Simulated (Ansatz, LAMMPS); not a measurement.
**Convergence of a linear-scaling basis for 47In2O3-53ZnO (mol %) with crystalline order left by the classical run (65 atoms)**

Aim: test how closely localised support functions follow the reference on 47In2O3-53ZnO (mol %) with crystalline order left by the classical run (65 atoms), and at what cost. A setting counts as converged where the r.m.s. difference of forces stays under 1 % of the r.m.s. force.

Program: Ansatz 0.2.0. Level of theory: Kohn-Sham DFT, PBE, PAW (set soft_2), plane waves. Results are calculated unless marked as measured.

### 1. Set-up

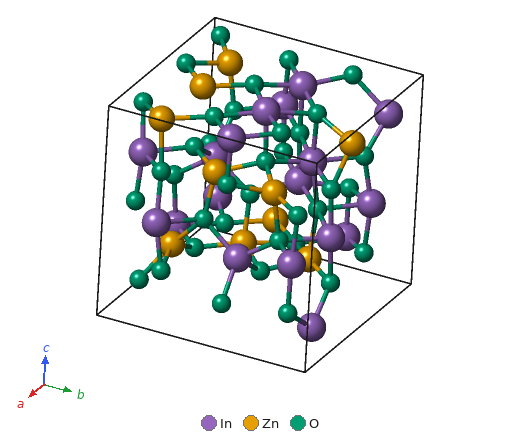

Start, viewed from a free direction; indium purple, zinc orange, oxygen teal.

The cell holds 65 atoms: 18 In, 10 Zn and 37 O. Its edges and angles: a = 9.453 Å, b = 9.453 Å, c = 9.453 Å, α = 90.0°, β = 90.0°, γ = 90.0°. 65 atoms (18 Sc, 10 Zn, 37 O) placed at random at 4.13 g/cm³, melted at 5000 K for 10 ps at fixed volume with the Morse and Coulomb pair potential with partial charges (Pedone, Malavasi, Menziani, Cormack and Segre, J. Phys. Chem. B 110, 11780 (2006)). Quenched from 5000 K to 300 K at 300 K/ps and fixed volume, held 10 ps at zero pressure, then minimised at fixed cell. Then Sc was replaced by In and the cell scaled by 1.027 (the potential has no terms for the new elements, so the cell is a start for a DFT relaxation).

Before any run, some limits are plain. The quench rate of 300 K/ps far exceeds what a furnace or splat quench reaches, so expect more defects and frozen-in strain than in a real sample. The network of bonds at the start is that of the classical potential that made the cell, and needn't be the one that DFT or experiment would give.

### 2. Making the structure

A classical potential supplies the starting structure, since it reaches far longer times than DFT.

This step: classical MD, Morse and Coulomb pair potential with partial charges (Pedone, Malavasi, Menziani, Cormack and Segre, J. Phys. Chem. B 110, 11780 (2006)) (LAMMPS 22 Jul 2025 - Update 4).

Contents of in.lmp:

```
# melt-quench of Sc18Zn10O37
units metal
atom_style charge
boundary p p p
region box block 0 9.3798 0 9.3798 0 9.3798
create_box 3 box
mass 1 44.9559   # Sc
mass 2 65.3800   # Zn
mass 3 15.9990   # O
create_atoms 1 random 18 57950 NULL overlap 1.5 maxtry 2000
create_atoms 2 random 10 57957 NULL overlap 1.5 maxtry 2000
create_atoms 3 random 37 57964 NULL overlap 1.5 maxtry 2000
pair_style hybrid/overlay pedone 5.5 coul/long 8.0
pair_coeff * * coul/long
pair_coeff 1 3 pedone 0.000333 3.144445 3.200000 2.6   # Sc-O
pair_coeff 2 3 pedone 0.001221 3.150679 2.851850 1   # Zn-O
pair_coeff 3 3 pedone 0.042395 1.379316 3.618701 22   # O-O
set type 1 charge 1.8
set type 2 charge 1.2
set type 3 charge -1.2
kspace_style pppm 1.0e-4
neigh_modify delay 0 every 1 check yes
thermo_style custom step time temp pe press density
thermo_modify norm yes
timestep 0.002
thermo 100
min_style cg
minimize 1e-4 1e-4 200 2000
reset_timestep 0
velocity all create 5000 57951 mom yes dist gaussian
fix lim all nve/limit 0.05
fix lan all langevin 5000 5000 0.2 57952 zero yes
thermo 500
run 1000 post no
# [... 10 lines left out ...]
thermo 1666
fix md all npt temp 300 300 0.2 iso 0 0 2
run 5000 post no
unfix md
thermo 100
min_style cg
minimize 0 1e-3 2000 20000
write_dump all custom glass.dump id type xs ys zs modify sort id
```

The run is started by

```console
$ lmp -in in.lmp -log none -nocite
```

Numbers of over 12 decimals in the logs are rounded to 6 here.

What it wrote:

```text
LAMMPS (22 Jul 2025 - Update 4)
Created orthogonal box = (0 0 0) to (9.3798 9.3798 9.3798)
Created 18 atoms
Created 10 atoms
Created 37 atoms
PPPM initialization ...
  G vector (1/distance) = 0.37947438
  grid = 10 10 10
  estimated relative force accuracy = 5.4087089e-05
   Step          Time           Temp          PotEng         Press         Density
         0   0              0             -0.044496654    1081305.7      4.1349822
        77   0.154          0             -10.212038      7750.7412      4.1349822
Loop time of 0.0602745 s on 1 MPI rank(s) for 77 steps with 65 atoms
Minimization stats:
  Stopping criterion = energy tolerance
[... 37 lines left out ...]
     18326   36.652         275.92055     -10.308201      21530.218      4.3443319
     18833   37.666         319.74308     -10.308322      9901.5633      4.3759513
Loop time of 3.24769 s on 1 MPI rank(s) for 5000 steps with 65 atoms
   Step          Time           Temp          PotEng         Press         Density
     18833   37.666         319.74308     -10.308455      9797.6139      4.3759513
     18850   37.7           319.74308     -10.353054      1279.9855      4.3759513
Loop time of 0.0366562 s on 1 MPI rank(s) for 17 steps with 65 atoms
Minimization stats:
  Stopping criterion = linesearch alpha is zero
  Energy initial, next-to-last, final =
     -10.3084545884851  -10.3530538581835  -10.3530538581835
  Force two-norm initial, final = 9.6312309 0.2309328
  Iterations, force evaluations = 17 65
```

The job ended after 10 s (1 thread of Arm Neoverse N1, shared host; peak memory 0.072 GiB).

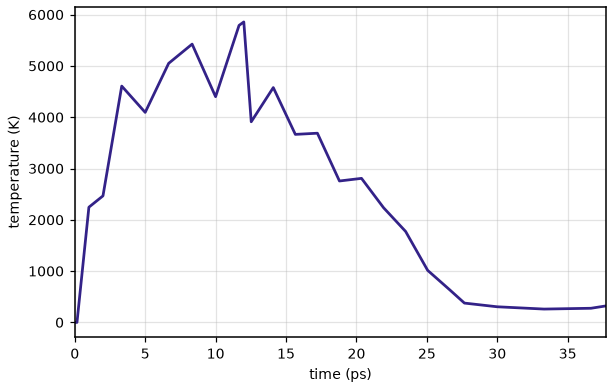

Temperature, plotted against time.

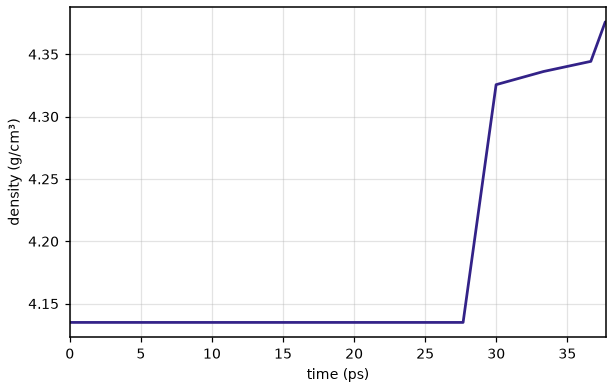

Density, plotted against time.

### 3. Plane-wave single point

The first run uses the default basis; a harder plane-wave run follows as the reference for the support functions.

Contents of input.yaml:

```yaml
crystal:
  lattice:
    - [9.45289, 0.0, 0.0]
    - [0.0, 9.45289, 0.0]
    - [0.0, 0.0, 9.45289]
  atoms:
    - { symbol: In, position: [0.78391, 0.54614, 0.33175] }
    - { symbol: In, position: [0.05325, 0.08651, 0.19287] }
    - { symbol: In, position: [0.28387, 0.56856, 0.9506] }
    - { symbol: In, position: [0.26135, 0.91372, 0.47244] }
    - { symbol: In, position: [0.60196, 0.89424, 0.44711] }
    - { symbol: In, position: [0.9325, 0.55627, 0.96973] }
    - { symbol: In, position: [0.75466, 0.05746, 0.69236] }
    - { symbol: In, position: [0.93802, 0.87662, 0.45761] }
    - { symbol: In, position: [0.25728, 0.5636, 0.48452] }
    - { symbol: In, position: [0.421, 0.23994, 0.5809] }
    - { symbol: In, position: [0.96527, 0.24005, 0.49361] }
    - { symbol: In, position: [0.11399, 0.73321, 0.2018] }
    - { symbol: In, position: [0.09959, 0.39704, 0.73232] }
    - { symbol: In, position: [0.41676, 0.07036, 0.20642] }
    - { symbol: In, position: [0.10004, 0.89448, 0.82618] }
    - { symbol: In, position: [0.76495, 0.90691, 0.09076] }
    - { symbol: In, position: [0.61469, 0.56097, 0.9652] }
    - { symbol: In, position: [0.44489, 0.71284, 0.69562] }
    - { symbol: Zn, position: [0.12125, 0.3987, 0.19251] }
    - { symbol: Zn, position: [0.51784, 0.93096, 0.87232] }
    - { symbol: Zn, position: [0.25241, 0.2027, 0.94589] }
    - { symbol: Zn, position: [0.87786, 0.19553, 0.9409] }
    - { symbol: Zn, position: [0.44998, 0.41127, 0.22709] }
    - { symbol: Zn, position: [0.75426, 0.21792, 0.29565] }
    - { symbol: Zn, position: [0.73787, 0.39781, 0.68313] }
    - { symbol: Zn, position: [0.57612, 0.23685, 0.97951] }
    - { symbol: Zn, position: [0.44831, 0.722, 0.23257] }
    - { symbol: Zn, position: [0.79145, 0.70467, 0.69076] }
    - { symbol: O, position: [0.24248, 0.21578, 0.17855] }
    - { symbol: O, position: [0.83332, 0.11099, 0.13096] }
    - { symbol: O, position: [0.42162, 0.0773, 0.98097] }
    - { symbol: O, position: [0.08416, 0.04948, 0.44596] }
    - { symbol: O, position: [0.4502, 0.72447, 0.92867] }
    - { symbol: O, position: [0.58151, 0.89606, 0.22317] }
    - { symbol: O, position: [0.43241, 0.05613, 0.44677] }
    - { symbol: O, position: [0.44416, 0.41614, 0.98266] }
    - { symbol: O, position: [0.76847, 0.39051, 0.95923] }
    - { symbol: O, position: [0.77456, 0.3723, 0.46663] }
    - { symbol: O, position: [0.95989, 0.56751, 0.19411] }
    - { symbol: O, position: [0.9235, 0.88714, 0.68709] }
    - { symbol: O, position: [0.1121, 0.7213, 0.97083] }
    - { symbol: O, position: [0.91674, 0.22636, 0.71478] }
    - { symbol: O, position: [0.77724, 0.04581, 0.46577] }
    - { symbol: O, position: [0.42082, 0.73774, 0.46329] }
    - { symbol: O, position: [0.11341, 0.41479, 0.95954] }
    - { symbol: O, position: [0.92868, 0.54618, 0.74545] }
    - { symbol: O, position: [0.25775, 0.23882, 0.73066] }
    - { symbol: O, position: [0.71203, 0.02439, 0.90455] }
    - { symbol: O, position: [0.94902, 0.87791, 0.22782] }
    - { symbol: O, position: [0.61978, 0.57466, 0.7323] }
    - { symbol: O, position: [0.40724, 0.4083, 0.43997] }
    - { symbol: O, position: [0.97332, 0.27892, 0.27875] }
    - { symbol: O, position: [0.76819, 0.7301, 0.45863] }
    - { symbol: O, position: [0.59761, 0.88202, 0.6725] }
    - { symbol: O, position: [0.27735, 0.57481, 0.19566] }
    - { symbol: O, position: [0.60376, 0.57214, 0.20024] }
    - { symbol: O, position: [0.11812, 0.73687, 0.43696] }
    - { symbol: O, position: [0.10388, 0.41013, 0.51287] }
    - { symbol: O, position: [0.07436, 0.06593, 0.96327] }
    - { symbol: O, position: [0.60431, 0.22626, 0.70087] }
    - { symbol: O, position: [0.56589, 0.23591, 0.20469] }
    - { symbol: O, position: [0.26917, 0.89646, 0.23502] }
    - { symbol: O, position: [0.77749, 0.71716, 0.97412] }
    - { symbol: O, position: [0.27572, 0.87545, 0.69392] }
    - { symbol: O, position: [0.27498, 0.56322, 0.71787] }
kpoints:
  mp_grid: { grid: [2, 2, 2] }
hamiltonian:
  xc: pbe
scf:
  occupations: { method: fermi_dirac, width: 0.05 }
output:
  forces: true
  stress: true
  populations: true
  dos:
    method: { smearing: { sigma: 0.08 } }
    de: 0.1
    projected: { site_lists: { In: [In], O: [O], Zn: [Zn] } }
  eigenvalues: true
  write_density: true
  write_potential: true
  volumetric_format: npy
```

The run is started by

```console
$ ansatz run input.yaml --threads 4 --pin off --max-ram 8192MiB --backend cpu --events-out ev --progress --plain --runs-dir out
```

What it wrote:

```text
Engine: ansatz 0.2.0, aarch64-unknown-linux-gnu
Pseudopotentials: kind: paw
Pseudopotential: In, paw, valence charge 13, recommended cutoff 420 eV (normal), In.paw.azcp
Pseudopotential: Zn, paw, valence charge 12, recommended cutoff 420 eV (normal), Zn.paw.azcp
Pseudopotential: O, paw, valence charge 6, recommended cutoff 420 eV (normal), O.paw.azcp
[... 5 lines on functional and potentials left out ...]
Crystal: 65 atoms, lattice volume = 844.683 Å³
Basis set: ecut = 420 eV, 16519 PW (Γ), exchange–correlation on 128×128×128 points (8 copies of the dense FFT grid, shifted against one another)
Bands: 353, of which v1, the nominal top of the filled ones, is band 288 counted from 1 (287 counted from 0)
Symmetry: 1 space group operations
Space group: P1 (ITA 1), of the structure as read, at distance tolerance 9.5e-5 Å
k-points: 8
[... 7 lines on functional and potentials left out ...]
Initial density: superposition of atomic densities (neutral atoms: chi_scale 0, normalization atom), corrected by the library's trained network
Initial wavefunctions: pseudopotential atomic-orbital guess
Functional: x = pbe(κ = 0.804, μ = 0.219515), c = pbe(β = 0.066725)
SCF iter   1: F=—  HF=-154942.209644 eV  |F-HF|=—  |Δ(HF+E_count)|=         —  Δρ=2.50e-3  dr2=9.10e-2  ethr=1.77e-3  ⟨swp⟩=6.0  Hψ=11788  notcnv=0  defer=49
preconditioner: auto → Resta (q_TF=auto, 2.560 Å⁻¹)  ε∞=5.3  [insulator: Δε(μ)=0.468 eV  Ē_g=14.807 eV  σ=0.050 eV  W_gap=0.97  n_scr=250 (ndim 8)  ℏωp=30.7 eV  f_vac=0.055  D(μ)=0.22/eV (n_scr^D=0)  ε∞_Penn≈5.3]
SCF iter   2: F=—  HF=-154942.202481 eV  |F-HF|=—  |Δ(HF+E_count)|=   7.16e-3  Δρ=1.32e-3  dr2=1.65e-2  ethr=1.58e-5  ⟨swp⟩=2.0  Hψ=5563  notcnv=0  defer=321
SCF iter   3: F=—  HF=-154942.201035 eV  |F-HF|=—  |Δ(HF+E_count)|=   1.45e-3  Δρ=5.56e-4  dr2=6.49e-3  ethr=2.86e-6  ⟨swp⟩=2.0  Hψ=4475  notcnv=0  defer=321
SCF iter   4: F=—  HF=-154942.200149 eV  |F-HF|=—  |Δ(HF+E_count)|=   8.87e-4  Δρ=2.17e-4  dr2=4.17e-4  ethr=1.13e-6  ⟨swp⟩=2.0  Hψ=3619  notcnv=0  defer=321
SCF iter   5: F=—  HF=-154942.200133 eV  |F-HF|=—  |Δ(HF+E_count)|=   1.56e-5  Δρ=1.22e-4  dr2=1.23e-4  ethr=7.24e-8  ⟨swp⟩=2.0  Hψ=4453  notcnv=0  defer=321
SCF iter   6: F=—  HF=-154942.200135 eV  |F-HF|=—  |Δ(HF+E_count)|=   1.87e-6  Δρ=3.85e-5  dr2=1.39e-5  ethr=2.14e-8  ⟨swp⟩=2.0  Hψ=4505  notcnv=0  defer=321
SCF iter   7: F=—  HF=-154942.201283 eV  |F-HF|=—  |Δ(HF+E_count)|=   1.15e-3  Δρ=2.02e-5  dr2=3.13e-6  ethr=2.41e-9  ⟨swp⟩=2.1  Hψ=4649  notcnv=0  defer=321
SCF iter   8: F=—  HF=-154942.201284 eV  |F-HF|=—  |Δ(HF+E_count)|=   1.16e-6  Δρ=7.96e-6  dr2=5.56e-7  ethr=5.43e-10  ⟨swp⟩=2.0  Hψ=4513  notcnv=0  defer=321
SCF iter   9: F=—  HF=-154942.201284 eV  |F-HF|=—  |Δ(HF+E_count)|=   4.25e-7  Δρ=5.75e-6  dr2=2.45e-7  ethr=9.65e-11  ⟨swp⟩=2.0  Hψ=4615  notcnv=0  defer=321
SCF iter  10: F=-154942.201284 eV  HF=-154942.201284 eV  |F-HF|=1.29e-8  |Δ(HF+E_count)|=   5.59e-9  Δρ=1.45e-6  dr2=1.77e-8  ethr=1.74e-11  ⟨swp⟩=12.9  Hψ=22872  notcnv=0
SCF 1 converged in 10 iterations: F = -154942.201284 eV  dr2 = 1.77e-8
  greatest PAW one-centre occupation: 0.992 electrons in one spin orbital (limit 2), on the Zn atom at site 26 (counted from 0), in its partial waves of l = 2
SCF converged after 10 iterations
Free energy (F): -154942.201284 eV
Harris-Foulkes:  -154942.201284 eV  (|F-HF|=1.29e-8)
Internal energy: -154942.195783 eV  (E = F + TS)
E sigma→0 (E₀):  -154942.198534 eV
Entropy (-TS):   -0.005501 eV (-0.085 meV/atom)
Fermi energy:    8.484864 eV
--- Per-component energies (eV) ---
  E_band       = 124.315087
  E_kinetic    = 12188.821341
  E_local      = -49568.033752  (includes V_loc(G=0)·N_el)
  E_nonlocal   = 14666.631305
  E_hartree    = 19788.851814
  E_xc         = -7932.673679
  E_vxc        = -5740.937827  (∫ρ·V_xc dr)
  E_paw        = -99074.507793  (= ΣΔE_a)
  E_vpaw       = -10999.963259  (= ΣTr[D̂ρ^β])
  E_aug_tail   = 0.085844  (compensation charges beyond the density's cutoff)
  E_ewald      = -45011.370864
  E_smearing   = -0.005501  (= −TS)
  E_closure    = 0.000000  (closes the sum)
  Σ components = -154942.201284   (vs F -154942.201284, Δ=0.00e0)
--- Forces (eV/Å), atoms counted from 1 ---
  atom   1  In     0.03376533     0.14067736    -0.03843320
  atom   2  In     0.49158735    -0.77283014     0.54744623
  atom   3  In     0.07835999     0.26485978    -0.27357143
  atom   4  In    -0.20696321     0.18846303     0.31166135
  atom   5  In     0.02201074     0.03699305    -0.07529297
  atom   6  In    -0.18800454     0.31553352    -0.29309325
  atom   7  In     0.10116502     0.03770542    -0.10309277
  atom   8  In     0.24147321     0.00274023     0.02951058
  atom   9  In    -0.33312172    -0.44836954    -0.03528398
  atom  10  In    -0.29846088     0.37835048     0.31699882
  atom  11  In     0.92629007    -0.07092258     0.08045408
  atom  12  In     0.02712793     0.56325951     0.01741488
  atom  13  In     0.25538713     0.12489078    -0.47575530
  atom  14  In    -0.19212809    -0.29028429     0.21774697
[...]
atom  64  O     -0.02316524     0.31831591     0.41999161
  atom  65  O      0.03101381    -0.02218116    -0.12463852
  max |Σ_I F_I| component: 3.73e-5 eV/Å
--- Stress (GPa, compression-positive) ---
        4.212679       1.037810       1.301318
        1.037810       2.412794       1.261933
        1.301318       1.261933       3.138501
  P = ⅓ Tr σ = 3.2547 GPa (32.547 kbar)
--- Band table (eV; the first three rows and the last of 8) ---
  k-point 0: bands = ["-10.0602", "-9.8218", "-9.6831", "-9.6313", [... 337 levels ...], "17.1118", "17.1882", "17.2371", "17.2841", "17.3828", "17.4957", "17.6121", "17.6402", "17.6677", "17.8311", "17.9888", "18.0555"]
[...]
--- Löwdin populations: 65 sites ---
  site symbol       q [e]
     0     In     11.8719
     1     In     11.9424
     2     In     11.9141
[...]
64      O      6.7697
  spilling = 0.004833 (of n_electrons = 576.000000)
```

Run time: 3.4 min. Hardware: 4 threads of Arm Neoverse N1, shared host; peak memory 6 GiB.

Reading the cycles: dr2 is the Hartree energy of the density residual (eV), the measure of convergence; HF is the Harris–Foulkes estimate of the energy, which meets the free energy F at convergence.

Numbers from this run:

| Item | Value |
| --- | --- |
| free energy | -154942.2013 eV |
| free energy per atom | -2383.7262 eV/atom |
| SCF cycles | 10 |
| pressure | 3.255 GPa |
| r.m.s. force component | 0.3421 eV/Å |
| longest force | 1.174 eV/Å |
| Fermi energy | 8.485 eV |
| spacing of highest filled and lowest empty level | 0.3986 eV |
| levels partly filled by over 2 per cent | 1 |
| spilling of the projection | 0.004833 |

The r.m.s. force component of 0.34 eV/Å sets the scale for the differences below.

### 4. Plane waves at 750 eV (750 eV)

The grid of the support functions holds more waves than the default cutoff, so they are judged against a harder plane-wave run.

input.yaml, the sections that differ from step 3:

```yaml
output:
  forces: true
  eigenvalues: true
basis:
  ecutwfc: "750 eV"
# crystal, kpoints, hamiltonian, scf: as in step 3
```

What it wrote:

```text
[...]
Crystal: 65 atoms, lattice volume = 844.683 Å³
Basis set: ecut = 750 eV, 39223 PW (Γ), exchange–correlation on 180×180×180 points (8 copies of the dense FFT grid, shifted against one another)
Bands: 353, of which v1, the nominal top of the filled ones, is band 288 counted from 1 (287 counted from 0)
Symmetry: 1 space group operations
[...]
k-points: 8
[...]
SCF iter   1: F=—  HF=-154942.557248 eV  |F-HF|=—  |Δ(HF+E_count)|=         —  Δρ=2.56e-3  dr2=9.15e-2  ethr=1.77e-3  ⟨swp⟩=5.8  Hψ=13578  notcnv=0  defer=300
[...]
SCF iter   3: F=—  HF=-154942.545365 eV  |F-HF|=—  |Δ(HF+E_count)|=   2.19e-3  Δρ=5.88e-4  dr2=6.57e-3  ethr=3.04e-6  ⟨swp⟩=2.0  Hψ=4597  notcnv=0  defer=270
automatic band count: iteration 3 solves 333 bands in place of 353: the levels show a gap, and the empty bands left out lie too high to hold charge; the band table lists the bands solved (type scf.n_extra_bands for more)
SCF iter   4: F=—  HF=-154942.544221 eV  |F-HF|=—  |Δ(HF+E_count)|=   1.14e-3  Δρ=2.10e-4  dr2=4.29e-4  ethr=1.14e-6  ⟨swp⟩=2.0  Hψ=3605  notcnv=0  defer=270
SCF iter   5: F=—  HF=-154942.544215 eV  |F-HF|=—  |Δ(HF+E_count)|=   6.23e-6  Δρ=1.41e-4  dr2=1.61e-4  ethr=7.44e-8  ⟨swp⟩=2.0  Hψ=4575  notcnv=0  defer=270
[...]
SCF iter   9: F=—  HF=-154942.544047 eV  |F-HF|=—  |Δ(HF+E_count)|=   4.81e-7  Δρ=6.17e-6  dr2=2.64e-7  ethr=9.89e-11  ⟨swp⟩=2.0  Hψ=4624  notcnv=0  defer=270
SCF iter  10: F=-154942.544047 eV  HF=-154942.544047 eV  |F-HF|=8.09e-9  |Δ(HF+E_count)|=   1.71e-8  Δρ=2.12e-6  dr2=3.94e-8  ethr=1.74e-11  ⟨swp⟩=10.6  Hψ=15285  notcnv=0
SCF 1 converged in 10 iterations: F = -154942.544047 eV  dr2 = 3.94e-8
[...]
SCF converged after 10 iterations
Free energy (F): -154942.544047 eV
[...]
Internal energy: -154942.538616 eV  (E = F + TS)
E sigma→0 (E₀):  -154942.541332 eV
Entropy (-TS):   -0.005431 eV (-0.084 meV/atom)
Fermi energy:    8.484328 eV
[...]
Σ components = -154942.544047   (vs F -154942.544047, Δ=0.00e0)
--- Forces (eV/Å), atoms counted from 1 ---
  atom   1  In     0.03331525     0.14146235    -0.03833048
  atom   2  In     0.48950750    -0.77308885     0.54632370
  atom   3  In     0.07706339     0.26523873    -0.27252020
  atom   4  In    -0.20570553     0.18517094     0.30853678
[...]
atom  65  O      0.03080205    -0.02342489    -0.12474320
  max |Σ_I F_I| component: 3.60e-5 eV/Å
--- Band table (eV; the first three rows and the last of 8) ---
[...]
```

The job ended after 5.1 min (4 threads; peak memory 5.7 GiB).

The program notes that it cut back its work space to fit the memory limit.

Forces differ from the reference by 1.4 meV/Å r.m.s., 0.40 % of their size, within a tolerance of 1 %; the energy by -5.3 meV/atom. It took 5.1 min and 10 cycles; the reference's time can't be set against it, since the two runs asked for unlike analyses.

(Continued in part 2 of 3.)

[Logs are printed without paths, hosts, clocks, repeated set-up lines and the standing remarks that a program may print on its own settings, such as how far it seeks lower states.]

[Hosts, paths, dates, database ids (printed as entryN), source tags and the programs' standing remarks are cut or masked in the printed files.]
